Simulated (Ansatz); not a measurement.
# H on Rh(111), fcc start, 2x2 cell: photoemission fingerprints, part 3 of 4

Aim: how the adsorbate changes the work function, the valence spectrum and the core levels in H on Rh(111), fcc start, 2x2 cell.

Ansatz 0.2.0; DFT, PBE, plane-wave PAW, scalar-relativistic; PAW set soft_1.

So far, work function, upper face (eV): step 2 (the clean face) 5.14; step 3 (relaxation) 5.21.

## 4. Bands by layer

The main run: bands along the zone's path, each state's share in the top and middle regions, the DOS and the planar potential. The cell holds 4 small cells, so the bands are unfolded.

input.yaml

```yaml
crystal:
  lattice:
    - [5.4164379439, 0.0, 0.0]
    - [2.7082189719, 4.6907728574, 0.0]
    - [0.0, 0.0, 22.483754593]
  atoms:
    - { symbol: H, position: [0.1654516812, 0.1690898011, 0.6701331811] }
    - { symbol: H, position: [0.6691066238, 0.6654503886, 0.6701338573] }
    - { symbol: H, position: [0.1654767096, 0.6654642258, 0.6701313363] }
    - { symbol: Rh, position: [-0.0055786549, 0.0027865428, 0.6273391429] }
    - { symbol: Rh, position: [0.5027737561, 0.0027835948, 0.6273407217] }
    - { symbol: Rh, position: [-3.103e-06, 0.5000007931, 0.6282165386] }
    - { symbol: Rh, position: [0.5027794928, 0.4944340055, 0.627339546] }
    - { symbol: Rh, position: [0.833119403, 0.3331276347, 0.5284275369] }
    - { symbol: Rh, position: [0.333735901, 0.3331275831, 0.5284284328] }
    - { symbol: Rh, position: [0.8331151792, 0.8337476483, 0.528428654] }
    - { symbol: Rh, position: [0.3333225334, 0.8333327862, 0.5286034017] }
    - { symbol: Rh, position: [0.166666667, 0.166666667, 0.431923035] }
    - { symbol: Rh, position: [0.666666667, 0.166666667, 0.431923035] }
    - { symbol: Rh, position: [0.166666667, 0.666666667, 0.431923035] }
    - { symbol: Rh, position: [0.666666667, 0.666666667, 0.431923035] }
    - { symbol: Rh, position: [0.0, 0.0, 0.33357418] }
    - { symbol: Rh, position: [0.5, 0.0, 0.33357418] }
    - { symbol: Rh, position: [0.0, 0.5, 0.33357418] }
    - { symbol: Rh, position: [0.5, 0.5, 0.33357418] }
kpoints:
  mp_grid: { grid: [12, 12, 1] }
scf:
  occupations: { method: fermi_dirac, width: 0.05 }
  n_extra_bands: 16
hamiltonian:
  xc: pbe
  pseudopotentials: { kind: paw, azcp: { folder: soft_1 } }
output:
  forces: true
  write_potential: true
  volumetric_format: []
  dos:
    projected:
      site_lists:
        adsorbate: [0, 1, 2]
        layer_1: [3, 4, 5, 6]
        layer_2: [7, 8, 9, 10]
        layer_3: [11, 12, 13, 14]
        other_layers: [15, 16, 17, 18]
    de: 0.05
    e_range: [-30, 12]
    method: { smearing: { sigma: 0.15, scheme: gaussian } }
  eigenstates:
    kpoints:
      - [0.33333333, -0.33333333, 0.0]
      - [0.25, -0.375, 0.0]
      - [0.16666667, -0.41666667, 0.0]
      - [0.08333333, -0.45833333, 0.0]
      - [0.0, 0.5, 0.0]
      - [-0.08333333, 0.45833333, 0.0]
      # [... 29 more points ...]
      - [0.25, 0.5, 0.0]
      - [0.29166667, -0.41666667, 0.0]
    e_range: [-8.0, 4.0]
    unfold:
      supercell_matrix: [[2, 0, 0], [0, 2, 0], [0, 0, 1]]
      layers:
        axis: 3
        edges: [0.155668, 0.420554, 0.420654, 0.57787, 0.57797, 0.848039]
efield:
  axis: 3
  dipole_correction: true
```

Run with:

```bash
$ ansatz run input.yaml --threads 8 --pin off --max-ram 40960MiB --backend cuda --events-out ev --progress --plain --runs-dir out
```

Numbers of over 12 decimals in the logs are rounded to 6 here.

Output:

```text
Warning: at least one further symmetry operation maps every atom of the structure, as the run holds it, onto an atom to within 2.10e-5 (fractional), and is not used: no operation is sought that the atoms, as the run holds them, miss by more than 2.00e-5, twice crystal.symmetry.tolerance (1.0e-5). The run uses 1 unitary operations. The run imposes no operation that its atoms and lattice do not hold. Figures that only  [...]
[...]
Crystal: 19 atoms, lattice volume = 571.251 Å³
Basis set: ecut = 420 eV, 11109 PW (Γ), exchange–correlation on 80×80×320 points (8 copies of the dense FFT grid, shifted against one another)
Bands: 154, of which v1, the nominal top of the filled ones, is band 138 counted from 1 (137 counted from 0)
Symmetry: 1 space group operations
[...]
k-points: 74 of 144 (time reversal used)
[...]
SCF iter   1: F=—  HF=-102497.564292 eV  |F-HF|=—  |Δ(HF+E_count)|=         —  Δρ=6.92e-2  dr2=3.37e1  ethr=3.10e-3  p=-0.000 e·Å  D=-2.34e-6 V/Å  ΔV_dip=0.00 eV  dr2_dipole=4.46e0  V_vac-E_F(+/−)=5.82/5.82 eV  ⟨swp⟩=7.5  Hψ=46988  notcnv=0
[...]
SCF iter   3: F=—  HF=-102489.953001 eV  |F-HF|=—  |Δ(HF+E_count)|=    1.14e1  Δρ=1.20e-2  dr2=9.43e-1  ethr=3.10e-3  p=-0.018 e·Å  D=-5.81e-3 V/Å  ΔV_dip=0.13 eV  dr2_dipole=8.09e-3  V_vac-E_F(+/−)=5.49/5.36 eV  ⟨swp⟩=2.1  Hψ=25551  notcnv=0  defer=35
[...]
SCF 1 converged in 11 iterations: F = -102489.750450 eV  dr2 = 8.73e-8
[...]
SCF converged after 11 iterations
[...]
```

It took 9 s on 1 × NVIDIA GB200 with 8 threads of Arm Neoverse V2, shared host; peak memory 4.4 GiB.

This step gave:

* free energy: -102489.7504 eV
* energy at zero smearing: -102489.6389 eV
* smearing term TS: 0.2230 eV
* Fermi energy: 5.553 eV
* DOS at the Fermi level: 27.16 states/eV/cell
* work function, upper face: 5.213 eV
* work function, lower face: 5.154 eV

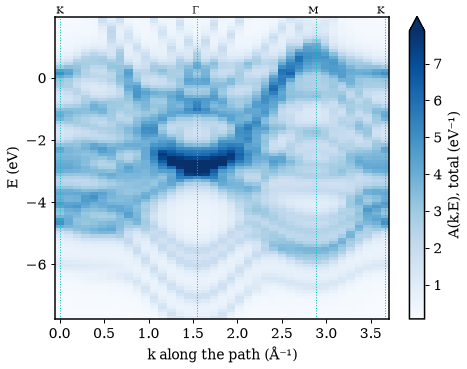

A(k,E), total over k along the path and E. Zero: Fermi level.

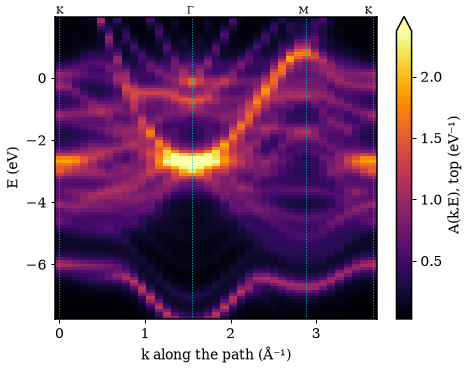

A(k,E), top over k along the path and E. Zero: Fermi level.

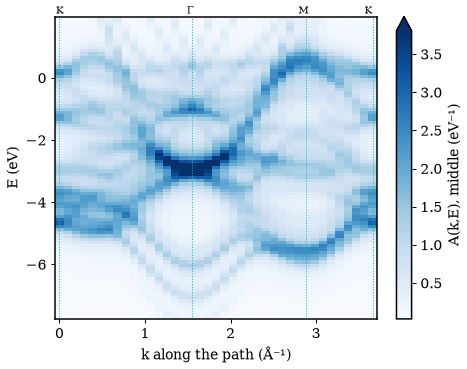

A(k,E), middle over k along the path and E. Zero: Fermi level.

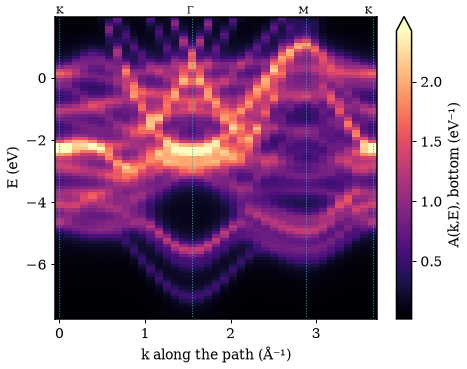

A(k,E), bottom over k along the path and E. Zero: Fermi level.

Peaks of A(k,E) at the labelled points: for each region the eleven nearest the zero at most, each over 6 % of that point's highest, less those above the energy where the solved bands run out; weight and spread sum the levels within three half widths or 0.3 eV, so near peaks share levels. Peaks of the spectral function, the first 40 of 93 rows:

| point | weight on | E (eV) | A (1/eV) | weight near the peak | rms spread of levels (eV) |
| --- | --- | --- | --- | --- | --- |
| K | total | -6 | 1.274 | 0.671 | 0.018 |
| K | total | -4.64 | 5.022 | 5.012 | 0.282 |
| K | total | -4.06 | 4.619 | 5.984 | 0.382 |
| K | total | -3.72 | 4.138 | 4.056 | 0.215 |
| K | total | -2.88 | 4.168 | 4.197 | 0.282 |
| K | total | -2.3 | 4.301 | 3.748 | 0.224 |
| K | total | -1.2 | 4.104 | 3.034 | 0.132 |
| K | total | 0.16 | 5.031 | 4.034 | 0.193 |
| K | top | -6 | 1.091 | 0.663 | 0.018 |
| K | top | -4.6 | 0.706 | 0.828 | 0.271 |
| K | top | -4.08 | 0.955 | 0.978 | 0.348 |
| K | top | -3.62 | 0.639 | 1.147 | 0.475 |
| K | top | -2.96 | 1.52 | 1.711 | 0.195 |
| K | top | -2.64 | 1.926 | 1.726 | 0.2 |
| K | top | -1.2 | 0.972 | 0.611 | 0.142 |
| K | top | -0.26 | 1.006 | 0.976 | 0.215 |
| K | top | 0.12 | 0.904 | 0.964 | 0.207 |
| K | middle | -4.64 | 3.118 | 2.837 | 0.27 |
| K | middle | -4.06 | 2.256 | 3.354 | 0.398 |
| K | middle | -3.72 | 2.411 | 2.208 | 0.204 |
| K | middle | -2.96 | 1.353 | 0.824 | 0.115 |
| K | middle | -1.26 | 2.19 | 1.606 | 0.113 |
| K | middle | 0.18 | 2.526 | 1.762 | 0.149 |
| K | bottom | -4.62 | 1.217 | 1.344 | 0.283 |
| K | bottom | -4.08 | 1.412 | 1.64 | 0.364 |
| K | bottom | -2.84 | 1.389 | 2.635 | 0.268 |
| K | bottom | -2.28 | 3.317 | 2.321 | 0.194 |
| K | bottom | -1.04 | 1.307 | 0.815 | 0.109 |
| K | bottom | 0.14 | 1.653 | 1.307 | 0.184 |
| Γ | total | -7.04 | 1.738 | 0.963 | 0.019 |
| Γ | total | -6.02 | 1.965 | 1.991 | 0.242 |
| Γ | total | -5.56 | 2.01 | 2.065 | 0.265 |
| Γ | total | -2.92 | 9.967 | 8.639 | 0.165 |
| Γ | total | -1 | 5.727 | 4.98 | 0.215 |
| Γ | total | -0.12 | 4.26 | 4.146 | 0.276 |
| Γ | total | 0.4 | 4.24 | 5.018 | 0.343 |
| Γ | top | -7.04 | 0.318 | 0.159 | 0.047 |
| Γ | top | -2.66 | 3.326 | 2.842 | 0.183 |
| Γ | top | -0.74 | 1.517 | 1.087 | 0.161 |
| Γ | top | -0.12 | 1.626 | 1.192 | 0.227 |

The DOS has structure finer than the step of the table below, so its rows give means over 1 eV, whole bins alone (the curve runs from -9.82 to 1.98 eV). Peaks (eV: height): total -2.6: 40.9, -1.6: 29.3, -0.6: 28.9, 0.4: 31.5; Rh 4d -2.6: 38.4, -1.6: 27.5, -0.6: 27.4, 0.4: 30.2; Rh 5s -6.4: 1.98, -5.4: 3.62, 1.4: 2.00, 1.9: 1.83; H 1s -6.4: 2.71, -3.6: 0.507; Rh 5p* -3.7: 0.469, -2.6: 0.619, -0.9: 0.442, 1.8: 0.763.

* holds the states left over by the projection beside any projected weight of its own. DOS against E, zero at the Fermi level; means over each step; values in states/eV/cell:

| E (eV) | total | Rh 4d | Rh 5s | H 1s | Rh 5p* |
| --- | --- | --- | --- | --- | --- |
| -9 | 0 | 0 | 0 | 0 | 0 |
| -8 | 0.461 | 0.0486 | 0.294 | 0.107 | 0.0109 |
| -7 | 3.20 | 1.03 | 1.22 | 0.876 | 0.0754 |
| -6 | 7.74 | 4.59 | 1.95 | 1.08 | 0.118 |
| -5 | 21.7 | 18.4 | 3.00 | 0.110 | 0.234 |
| -4 | 22.0 | 20.2 | 1.25 | 0.253 | 0.352 |
| -3 | 28.2 | 26.3 | 1.21 | 0.320 | 0.440 |
| -2 | 26.1 | 24.1 | 1.31 | 0.222 | 0.511 |
| -1 | 25.4 | 23.8 | 1.03 | 0.153 | 0.405 |
| 0 | 27.1 | 25.8 | 0.936 | 0.145 | 0.288 |
| 1 | 11.1 | 9.13 | 1.37 | 0.262 | 0.312 |

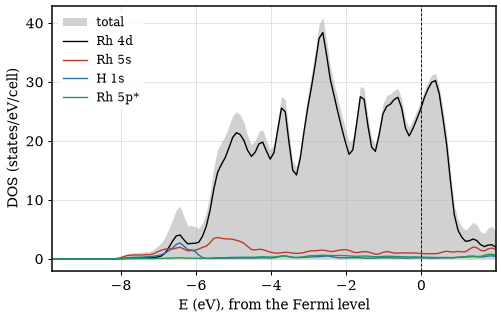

DOS, plotted against E.

This run's widths, added to any smearing of the DOS itself: Gaussian 0.2 eV, Lorentzian 0.1 eV plus 0.08 an eV of depth. Table of intensity by binding energy, zero at the Fermi level; values in % of the maximum within 13 eV:

| binding energy (eV) | 21.2 eV | 60 eV | 1486.7 eV | 2984.3 eV | 9251.7 eV |
| --- | --- | --- | --- | --- | --- |
| -1 | 2.10 | 2.08 | 2.11 | 2.12 | 2.23 |
| 0 | 42.3 | 42.8 | 42.9 | 42.8 | 42.4 |
| 1 | 76.2 | 76.7 | 77.4 | 77.5 | 77.7 |
| 2 | 69.4 | 68.1 | 71.0 | 71.7 | 75.7 |
| 3 | 81.6 | 81.2 | 81.6 | 81.8 | 83.1 |
| 4 | 60.9 | 60.0 | 61.3 | 61.9 | 66.6 |
| 5 | 52.7 | 49.8 | 54.7 | 56.8 | 74.1 |
| 6 | 25.4 | 20.1 | 18.6 | 20.0 | 33.9 |
| 7 | 12.6 | 8.13 | 6.63 | 7.65 | 17.2 |
| 8 | 3.45 | 2.31 | 2.14 | 2.51 | 5.80 |
| 9 | 1.35 | 1.07 | 1.03 | 1.11 | 1.87 |

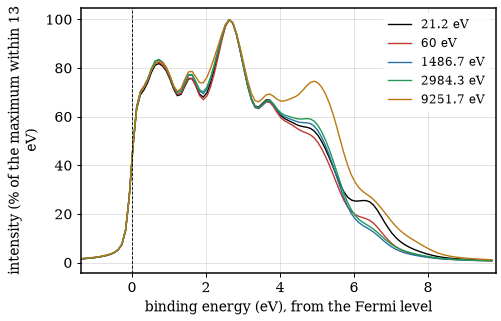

Intensity, plotted against binding energy.

Maxima picked by a test of local sharpness, so broad peaks and shoulders can be missing; peaks within 0.45 eV of a curve's cut are left out. Valence peaks, by row:

| photon energy (eV) | binding energy (eV) | height (% of the maximum within 13 eV) | main shell | its share (%) |
| --- | --- | --- | --- | --- |
| 21.2 | 3.65 | 67.14 | Rh 4d | 95.27 |
| 21.2 | 2.65 | 100 | Rh 4d | 96.47 |
| 21.2 | 1.6 | 76.06 | Rh 4d | 97.64 |
| 21.2 | 0.7 | 81.92 | Rh 4d | 97.92 |
| 60 | 3.65 | 66.24 | Rh 4d | 99.27 |
| 60 | 2.65 | 100 | Rh 4d | 99.45 |
| 60 | 1.55 | 76.27 | Rh 4d | 99.61 |
| 60 | 0.7 | 82.61 | Rh 4d | 99.65 |
| 1487 | 3.7 | 66.56 | Rh 4d | 98.62 |
| 1487 | 2.65 | 100 | Rh 4d | 98.91 |
| 1487 | 1.6 | 77.52 | Rh 4d | 98.83 |
| 1487 | 0.7 | 83.56 | Rh 4d | 99.03 |
| 2984 | 3.7 | 66.86 | Rh 4d | 96.65 |
| 2984 | 2.65 | 100 | Rh 4d | 97.37 |
| 2984 | 1.6 | 77.79 | Rh 4d | 97.14 |
| 2984 | 0.7 | 83.61 | Rh 4d | 97.63 |
| 9252 | 4.9 | 74.59 | Rh 4d | 62.97 |
| 9252 | 3.7 | 69.41 | Rh 4d | 80.79 |
| 9252 | 2.65 | 100 | Rh 4d | 84.48 |
| 9252 | 1.6 | 78.97 | Rh 4d | 83.22 |
| 9252 | 0.75 | 82.82 | Rh 4d | 85.52 |

The planar mean, electrostatic potential oscillates, so the rows of the table below give means over windows of 2 Å about each position, cut where the curve ends. Its maxima inside the range that stand out by 2 % of the span (Å: eV): 8.6: -0.368, 10.8: -0.969, 13.1: -0.420. Its minima: 7.4: -23.6, 9.7: -24.0, 11.9: -23.8, 14.1: -23.8.

From the Fermi level. Table of planar mean, electrostatic potential by z; means over each step:

| z (Å) | planar mean, electrostatic potential (eV) |
| --- | --- |
| 0 | 5.17 |
| 2 | 5.15 |
| 4 | 5.14 |
| 6 | 1.62 |
| 8 | -12.1 |
| 10 | -13.2 |
| 12 | -13.3 |
| 14 | -13.5 |
| 16 | 3.41 |
| 18 | 5.21 |
| 20 | 5.21 |
| 22 | 5.20 |

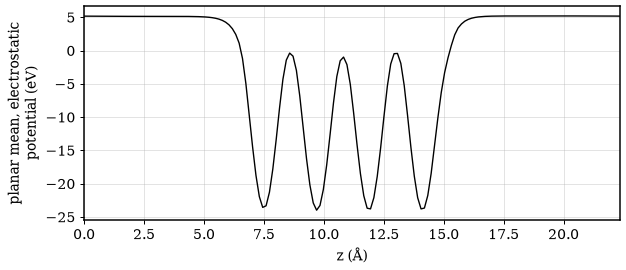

Planar mean, electrostatic potential against z.

Shapes are the site's partial DOS without matrix elements, which overweights lines from ligand s bands. Table of intensity, Rh L-beta2 by emission energy less the core level's binding energy, zero at the Fermi level; read off at these points:

| emission energy less the core level's binding energy (eV) | intensity, Rh L-beta2 (% of the unpolarised maximum) |
| --- | --- |
| -9.50 | 7.24 |
| -9.00 | 8.74 |
| -8.50 | 10.8 |
| -8.00 | 13.6 |
| -7.50 | 17.6 |
| -7.00 | 23.3 |
| -6.50 | 31.1 |
| -6.00 | 41.1 |
| -5.50 | 53.0 |
| -5.00 | 64.8 |
| -4.50 | 74.9 |
| -4.00 | 83.3 |
| -3.50 | 90.8 |
| -3.00 | 97.0 |
| -2.50 | 99.9 |
| -2.42 | 100.0 |
| -2.00 | 98.5 |
| -1.50 | 94.2 |
| -1.00 | 87.3 |
| -0.50 | 75.7 |
| 0.00 | 59.0 |
| 0.50 | 41.9 |
| 1.00 | 29.0 |

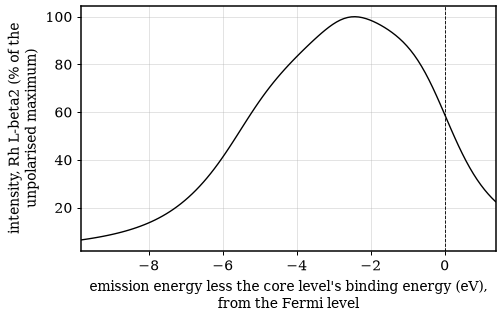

Intensity, Rh L-beta2 against emission energy less the core level's binding energy.

Sums over each group's atoms; left-over states aren't shared out by site. Site centres, by row:

| group | element | shell | occupied states | centre of occupied part (eV) | centre up to the window's top (eV) |
| --- | --- | --- | --- | --- | --- |
| adsorbate | H | 1s | 3.198 | -5.204 | -4.252 |
| layer 1 | Rh | 5s | 2.717 | -4.544 | -3.787 |
| layer 1 | Rh | 4d | 32.61 | -2.67 | -2.196 |
| layer 2 | Rh | 5s | 2.972 | -4.603 | -3.545 |
| layer 2 | Rh | 4d | 32.32 | -2.974 | -2.401 |
| layer 3 | Rh | 5s | 2.989 | -4.605 | -3.642 |
| layer 3 | Rh | 4d | 32.3 | -3.027 | -2.44 |
| other layers | Rh | 5s | 3.068 | -3.272 | -2.215 |
| other layers | Rh | 4d | 32.57 | -2.332 | -1.876 |

Window up to 2.0 eV. Shell moments, by row:

| element | shell | occupied states an atom | centre of occupied part (eV) | rms width of occupied part (eV) | centre up to the window's top (eV) | rms width up to the window's top (eV) |
| --- | --- | --- | --- | --- | --- | --- |
| H | 1s | 1.066 | -5.204 | 2.021 | -4.252 | 2.96 |
| Rh | 5s | 0.734 | -4.242 | 2.016 | -3.249 | 2.781 |
| Rh | 5p* | 0.1444 | -2.873 | 1.76 | -1.85 | 2.362 |
| Rh | 4d | 8.113 | -2.75 | 1.652 | -2.228 | 1.938 |

Recipe: projected DOS times atomic cross section and asymmetry factor (linear light, 0° from the polarisation), occupied states only, Fermi edge at 300 K, a Lorentzian width of 0.1 eV growing by 0.08 eV per eV of binding energy, and a resolution of 0.2 eV. Each atom is damped by exp[−depth/(λ cos θ)], θ = 0° from the normal, λ from the universal curve. Curves are cut 10 eV under the photon energy, above any shell that the free atom's threshold puts out of reach, or at the lower edge of the window: 9.8 eV at 21.2 eV, 9.8 eV at 60 eV, 9.8 eV at 1486.7 eV, 9.8 eV at 2984.3 eV and 9.8 eV at 9251.7 eV. A star in tables and legends marks shells that hold the states left over by the projection (1.1 % of the filled ones), a stand-in for orbitals that the files don't project on. Matrix elements of the solid and inelastic losses aren't modelled, nor non-dipole terms, which matter above 3 keV.

How the area divides among the shells (%):

| shell | 21.2 eV | 60 eV | 1486.7 eV | 2984.3 eV | 9251.7 eV |
| --- | --- | --- | --- | --- | --- |
| H 1s | 6.7 | 0.8 | 0.0 | 0.0 | 0.0 |
| Rh 5s | 0.1 | 0.3 | 1.9 | 4.8 | 26.1 |
| Rh 4d | 93.1 | 98.9 | 97.9 | 95.0 | 73.3 |

Regions along c: top from 13.0 to 19.1 Å, middle from 9.5 to 13.0 Å, bottom from 3.5 to 9.5 Å.

States with weight above 0.08 nearest the zero at K of the zone, within the window kept, -8.0 to 2.0 eV (levels that the program groups as degenerate share a row):

| E (eV) | weight, total | weight, top | weight, middle | weight, bottom |
| --- | --- | --- | --- | --- |
| -2.28 | 1.00 | 0.00 | 0.00 | 1.00 |
| -1.32 | 1.00 | 0.04 | 0.81 | 0.15 |
| -1.20 | 0.95 | 0.49 | 0.45 | 0.02 |
| -1.04 | 1.00 | 0.02 | 0.33 | 0.65 |
| -0.31 | 0.29 | 0.15 | 0.06 | 0.07 |
| -0.24 | 0.71 | 0.33 | 0.14 | 0.23 |
| 0.11 | 0.98 | 0.24 | 0.22 | 0.52 |
| 0.17 | 0.11 | 0.02 | 0.08 | 0.01 |
| 0.18 | 0.88 | 0.15 | 0.65 | 0.08 |
| 0.22 | 0.94 | 0.02 | 0.56 | 0.36 |

The largest force component on a free atom is 0.041 eV/Å, a little over the usual target of 0.03 eV/Å. At the Fermi level the DOS is 27.16 states/eV a cell, and on the broadened curves Rh 4d holds 95 % of the total there.

## 5. Z+1 stand-in on atom 5

System of this step: H3PdRh15. The cell holds 19 atoms: 3 H, 15 Rh and 1 Pd. Cell: a = 5.416 Å, b = 5.416 Å, c = 22.484 Å, α = 90.0°, β = 90.0°, γ = 60.0°. It derives from Rh. Regions: ad, 3 atoms (3 H); L1, 4 atoms (3 Rh and 1 Pd); L2, 4 atoms (4 Rh); L3, 4 atoms (4 Rh); rest, 4 atoms (4 Rh). Vacuum lies along c.

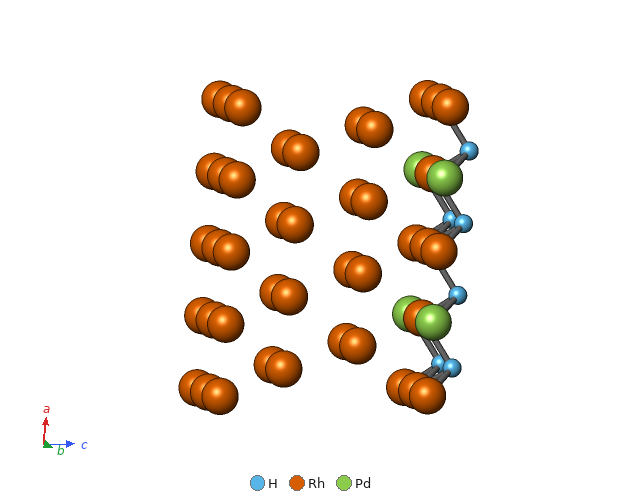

The cell of this step (hydrogen blue, rhodium orange, palladium green). Bonds to atoms that aren't drawn are left out. 2×1×1 cells are drawn. Some periodic images of atoms are drawn too.

An atom with a screened core hole acts much like the next element, so total energies with that element on different sites give core-level shifts.

Edit input.yaml of step 4 so:

```diff
@@ -10,3 +10,3 @@
     - { symbol: Rh, position: [-0.0055786549, 0.0027865428, 0.6273391429] }
-    - { symbol: Rh, position: [0.5027737561, 0.0027835948, 0.6273407217] }
+    - { symbol: Pd, position: [0.5027737561, 0.0027835948, 0.6273407217] }
     - { symbol: Rh, position: [-3.103e-06, 0.5000007931, 0.6282165386] }
@@ -29,3 +29,3 @@
   occupations: { method: fermi_dirac, width: 0.05 }
-  n_extra_bands: 16
+  n_extra_bands: 17
 hamiltonian:
@@ -37,30 +37,2 @@
   volumetric_format: []
-  dos:
-    projected:
-      site_lists:
-        adsorbate: [0, 1, 2]
-        layer_1: [3, 4, 5, 6]
-        layer_2: [7, 8, 9, 10]
-        layer_3: [11, 12, 13, 14]
-        other_layers: [15, 16, 17, 18]
-    de: 0.05
-    e_range: [-30, 12]
-    method: { smearing: { sigma: 0.15, scheme: gaussian } }
-  eigenstates:
-    kpoints:
-      - [0.33333333, -0.33333333, 0.0]
-      - [0.25, -0.375, 0.0]
-      - [0.16666667, -0.41666667, 0.0]
-      - [0.08333333, -0.45833333, 0.0]
-      - [0.0, 0.5, 0.0]
-      - [-0.08333333, 0.45833333, 0.0]
-      # [... 29 more points ...]
-      - [0.25, 0.5, 0.0]
-      - [0.29166667, -0.41666667, 0.0]
-    e_range: [-8.0, 4.0]
-    unfold:
-      supercell_matrix: [[2, 0, 0], [0, 2, 0], [0, 0, 1]]
-      layers:
-        axis: 3
-        edges: [0.155668, 0.420554, 0.420654, 0.57787, 0.57797, 0.848039]
 efield:
```

Output:

```text
[...]
Crystal: 19 atoms, lattice volume = 571.251 Å³
Basis set: ecut = 420 eV, 11109 PW (Γ), exchange–correlation on 80×80×320 points (8 copies of the dense FFT grid, shifted against one another)
Bands: 155, of which v1, the nominal top of the filled ones, is band 138 counted from 1 (137 counted from 0)
Symmetry: 1 space group operations
[...]
k-points: 74 of 144 (time reversal used)
[...]
SCF iter   1: F=—  HF=-103073.224156 eV  |F-HF|=—  |Δ(HF+E_count)|=         —  Δρ=1.23e-1  dr2=2.57e2  ethr=3.10e-3  p=-0.000 e·Å  D=-9.51e-7 V/Å  ΔV_dip=0.00 eV  dr2_dipole=4.58e1  V_vac-E_F(+/−)=5.57/5.57 eV  ⟨swp⟩=7.8  Hψ=47251  notcnv=0  defer=8
[...]
SCF iter   2: F=—  HF=-103071.704859 eV  |F-HF|=—  |Δ(HF+E_count)|=    1.52e0  Δρ=8.81e-2  dr2=4.78e1  ethr=3.10e-3  p=-0.045 e·Å  D=-1.44e-2 V/Å  ΔV_dip=0.32 eV  dr2_dipole=1.13e0  V_vac-E_F(+/−)=5.58/5.25 eV  ⟨swp⟩=4.0  Hψ=32221  notcnv=0  defer=33
[...]
SCF 1 converged in 13 iterations: F = -103059.698143 eV  dr2 = 1.19e-8
[...]
SCF converged after 13 iterations
[...]
```

Wall time 6.8 s (1 × NVIDIA GB200 with 8 threads); peak memory 1.5 GiB; 27 s of CPU time.

This step gave:

```
free energy             : -103059.6981 eV
energy at zero smearing : -103059.5903 eV
smearing term TS        : 0.2157 eV
Fermi energy            : 5.536 eV
```

(Continued in part 4 of 4.)

[Logs are printed without paths, hosts, clocks, repeated set-up lines and the standing remarks that a program may print on its own settings, such as how far it seeks lower states.]

[Hosts, paths, dates, database ids (printed as entryN), source tags and the programs' standing remarks are cut or masked in the printed files.]

[Maps of the electrostatic potential energy from Ansatz leave out the sawtooth potential of an applied field or a dipole correction, so their vacuum need not be flat; work functions include it.]
